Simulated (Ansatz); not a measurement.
# UHSE06/def2-SVPD run of CH2GeN (SMILES N#[C][GeH2])

Aim: the electronic atomisation energy of CH2GeN at UHSE06/def2-SVPD, from 5 runs. 

Program for the calculation: Ansatz 0.2.0.

57 further runs of the same task are left out: 57 set aside as unsound or not needed.

### 1 The structure to begin with

CH2GeN: 5 atoms, total charge 0, spin state doublet. SMILES: `N#[C][GeH2]`. The shape is that of a PBE0-D4/def2-TZVP optimisation.

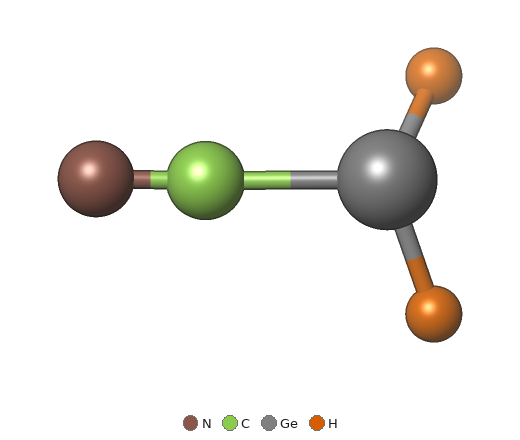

Viewed from a chosen angle; nitrogen brown, carbon green, germanium grey, hydrogen orange.

### 2 A single-point energy at UHSE06/def2-SVPD

The input, run.yaml:

```yaml
crystal:
  periodic: [false, false, false]
  atoms:
    - {symbol: "N", position_ang: [1.590700, -1.029300, 1.293200]}
    - {symbol: C, position_ang: [0.838400, -0.535900, 0.570400]}
    - {symbol: Ge, position_ang: [-0.315900, 0.241400, -0.740100]}
    - {symbol: H, position_ang: [-1.658900, -0.498000, -0.695900]}
    - {symbol: H, position_ang: [-0.404300, 1.748400, -0.468900]}
basis:
  gaussian:
    orbitals: def2-SVPD
magnetization:
  spin_polarized: true
  initial_magnetization: 1
hamiltonian:
  xc: hse06
accuracy: high
output: {orbitals: {seedname: orbitals}}
```

The run is started by

```sh
$ ansatz run run.yaml --threads 1 --pin off --max-ram 3480MiB --events-out events.jsonl --progress --plain --runs-dir runs
```

The log of the run:

```text
Warning: RAYON_NUM_THREADS=1 ignored (pool sized by the plan → 1); use --threads N
Functional definition: HSE06
  name "HSE06"
  parameter a = 0.25
  parameter omega = 0.11/bohr
  exchange = pbe_x - a*pbe_x_sr(omega) + a*exact_x_sr(omega)
  correlation = pbe_c
1836 factors; integrals over basis functions are off by at most 4.0e-9 eV
122 factors; integrals over basis functions are off by at most 9.8e-10 eV
mean field evaluation 1: about -59051.7200 eV, gradient 3.1e1 eV
mean field evaluation 2: about -59013.8810 eV, gradient 7.9e1 eV
mean field evaluation 4: about -59056.2276 eV, gradient 7.0e0 eV
mean field evaluation 8: about -59056.6020 eV, gradient 1.9e-1 eV
mean field evaluation 16: about -59056.6023 eV, gradient 4.9e-4 eV
mean field -59056.60228875 eV, -2170.2901041090 hartree, gradient 4.6e-8 eV, S^2 0.753761; 0 other end points of the search recorded, 0 dependent functions left out
reference -59056.60229268 eV, -2170.2901042532 hartree; 24, 23 occupied and 70, 71 virtual orbitals, 1836 factors
Total energy: -59056.60229268 eV, -2170.2901042532 hartree
```

Run time: 14 s. Hardware: 1 thread of Arm Neoverse V2, shared host; peak memory 0.43 GiB.

### 3 The C atom, same level

The input, input.yaml:

```yaml
crystal:
  periodic: [false, false, false]
  atoms:
    - {symbol: C, position_ang: [0.000000, 0.000000, 0.000000]}
basis:
  gaussian: {orbitals: def2-SVPD}
magnetization: {spin_polarized: true, initial_magnetization: 2}
hamiltonian: {xc: {name: HSE06}}
accuracy: high
```

The run is started by

```sh
$ ansatz run input.yaml --threads 1 --pin off --max-ram 3480MiB --events-out events.jsonl --progress --plain --runs-dir runs
```

The log of the run:

```text
Warning: RAYON_NUM_THREADS=1 ignored (pool sized by the plan → 1); use --threads N
Functional definition: HSE06
  name "HSE06"
  parameter a = 0.25
  parameter omega = 0.11/bohr
  exchange = pbe_x - a*pbe_x_sr(omega) + a*exact_x_sr(omega)
  correlation = pbe_c
163 factors; integrals over basis functions are off by at most 3.2e-9 eV
46 factors; integrals over basis functions are off by at most 8.7e-10 eV
mean field evaluation 1: about -1027.3926 eV, gradient 3.7e0 eV
mean field evaluation 2: about -1027.4695 eV, gradient 9.9e-1 eV
mean field evaluation 4: about -1027.4769 eV, gradient 5.1e-3 eV
mean field evaluation 8: about -1027.4772 eV, gradient 1.7e-4 eV
mean field -1027.47723957 eV, -37.7590921050 hartree, gradient 4.1e-9 eV, S^2 2.003745; 0 other end points of the search recorded, 0 dependent functions left out
reference -1027.47724176 eV, -37.7590921857 hartree; 4, 2 occupied and 16, 18 virtual orbitals, 163 factors
Total energy: -1027.47724176 eV, -37.7590921857 hartree
```

Run time: 0.42 s. Hardware: 1 thread of Arm Neoverse V2, shared host.

### 4 The Ge atom

The input, molecule.yaml:

```yaml
crystal:
  periodic: [false, false, false]
  atoms:
    - {symbol: Ge, position_ang: [0.000000, 0.000000, 0.000000]}
basis:
  gaussian:
    orbitals: def2-SVPD
magnetization:
  spin_polarized: true
  initial_magnetization: 2
hamiltonian:
  xc: {name: HSE06}
accuracy: high
```

The run is started by

```sh
$ ansatz run molecule.yaml --threads 1 --pin off --max-ram 3480MiB --events-out events.jsonl --progress --plain --runs-dir runs
```

The log of the run:

```text
Warning: RAYON_NUM_THREADS=1 ignored (pool sized by the plan → 1); use --threads N
Functional definition: HSE06
  name "HSE06"
  parameter a = 0.25
  parameter omega = 0.11/bohr
  exchange = pbe_x - a*pbe_x_sr(omega) + a*exact_x_sr(omega)
  correlation = pbe_c
370 factors; integrals over basis functions are off by at most 4.8e-9 eV
60 factors; integrals over basis functions are off by at most 2.9e-10 eV
mean field evaluation 1: about -56501.5559 eV, gradient 4.6e0 eV
mean field evaluation 2: about -56501.6047 eV, gradient 3.6e0 eV
mean field evaluation 4: about -56501.6232 eV, gradient 5.1e-1 eV
mean field evaluation 8: about -56501.6255 eV, gradient 4.6e-3 eV
mean field evaluation 16: about -56501.6255 eV, gradient 6.5e-8 eV
mean field evaluation 32: about -56501.6255 eV, gradient 3.3e-7 eV
mean field -56501.62551454 eV, -2076.3964394819 hartree, gradient 1.3e-8 eV, S^2 2.003415; 1 other end points of the search recorded, 0 dependent functions left out
reference -56501.62551655 eV, -2076.3964395558 hartree; 17, 15 occupied and 21, 23 virtual orbitals, 370 factors
Total energy: -56501.62551655 eV, -2076.3964395558 hartree
```

Wall time 3.3 s (1 thread of Arm Neoverse V2, shared host); peak memory 0.11 GiB.

### 5 The H atom at the same level

The input, job.yaml:

```yaml
crystal:
  periodic: [false, false, false]
  atoms:
    - {symbol: H, position_ang: [0.000000, 0.000000, 0.000000]}
basis:
  gaussian: {orbitals: def2-SVPD}
magnetization: {spin_polarized: true, initial_magnetization: 1}
hamiltonian: {xc: hse06}
accuracy: high
```

Run the same way, it converges to -0.50000 Eh (log not shown).

### 6 The N atom, same level

The input, run.yaml:

```yaml
basis:
  gaussian: {orbitals: def2-SVPD}
crystal:
  periodic: [false, false, false]
  atoms:
    - {symbol: N, position_ang: [0.000000, 0.000000, 0.000000]}
magnetization: {spin_polarized: true, initial_magnetization: 3}
hamiltonian: {xc: {name: HSE06}}
accuracy: high
```

Run the same way, it converges to -54.47713 Eh (log not shown).

### 7 Outcome

At UHSE06/def2-SVPD:

| quantity | value |
| --- | --- |
| molecule: total energy | -2170.29010 Eh |
| molecule: HOMO energy (highest over α and β) | -6.80 eV |
| molecule: LUMO energy (lowest over α and β) | -4.16 eV |
| molecule: ⟨S²⟩ | 0.754 |
| C atom: total energy | -37.75909 Eh |
| C atom: ⟨S²⟩ | 2.004 |
| Ge atom: total energy | -2076.39644 Eh |
| Ge atom: ⟨S²⟩ | 2.003 |
| H atom: total energy | -0.50000 Eh |
| H atom: ⟨S²⟩ | 0.750 |
| N atom: total energy | -54.47713 Eh |
| N atom: ⟨S²⟩ | 3.753 |
| electronic atomisation energy | 17.890 eV |

**Reading.** Taking the molecule apart into free atoms costs 17.89 eV (413 kcal/mol), before zero-point energy and without spin-orbit coupling.
